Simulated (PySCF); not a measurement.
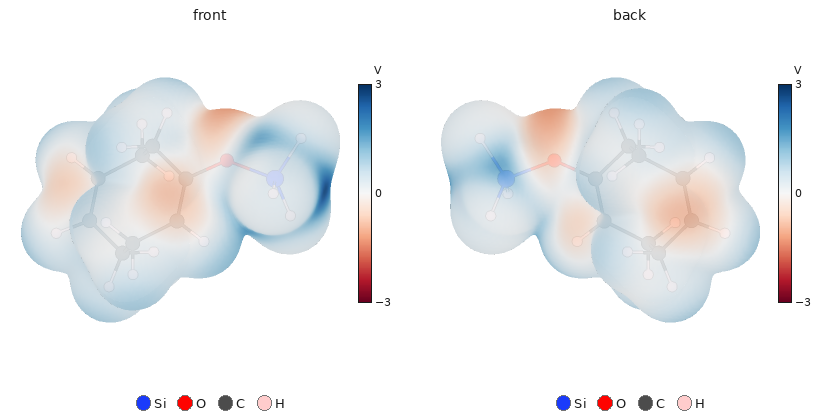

Figure 1: C$_{8}$H$_{14}$OSi (SMILES [SiH3]O/C1=C/CC/C=C\CC1). The molecular electrostatic potential painted on the density surface at 0.004 e/bohr³, seen from the front and from behind; the colour scale runs from red (negative) to blue (positive).

Geometry: GFN2-xTB.

Level of theory: PBE0/pcSseg-1, SCF density, gas phase, non-relativistic (PySCF 2.14.0).

| atom | x (Å) | y (Å) | z (Å) |
| --- | --- | --- | --- |
| Si | 3.6381 | 0.0378 | -0.4163 |
| O | 2.2248 | 0.7785 | -0.1278 |
| C | 1.0017 | 0.3722 | 0.2974 |
| C | 0.7343 | -0.8893 | 0.6158 |
| C | -0.6062 | -1.4007 | 1.0481 |
| C | -1.6101 | -1.4834 | -0.1283 |
| C | -2.5985 | -0.3561 | -0.1034 |
| C | -2.3320 | 0.9050 | -0.4076 |
| C | -0.9956 | 1.4326 | -0.8390 |
| C | 0.0089 | 1.5029 | 0.3339 |
| H | 4.1814 | -0.5646 | 0.8034 |
| H | 3.4961 | -1.0057 | -1.4355 |
| H | 4.4055 | 1.1818 | -0.8833 |
| H | 1.5268 | -1.6183 | 0.5212 |
| H | -0.4738 | -2.3937 | 1.4786 |
| H | -1.0262 | -0.7564 | 1.8249 |
| H | -1.0506 | -1.4686 | -1.0669 |
| H | -2.1504 | -2.4297 | -0.0780 |
| H | -3.5983 | -0.6158 | 0.2191 |
| H | -3.1208 | 1.6412 | -0.3259 |
| H | -0.5770 | 0.7962 | -1.6226 |
| H | -1.1280 | 2.4308 | -1.2577 |
| H | 0.5753 | 2.4336 | 0.2778 |
| H | -0.5370 | 1.4896 | 1.2796 |

### Which sites attract a positive test charge, and which a negative one?

A positive charge is drawn to the negative regions and a negative charge to the positive ones. The most negative region (about −1.1 V, or −25 kcal/mol for a unit charge) lies over O2, the most positive (about +2.3 V, or +53 kcal/mol for a unit charge) over Si1. O2 is the likeliest acceptor of a hydrogen bond.

### What dipole moment does the calculation give?

Its dipole moment is 0.42 D.
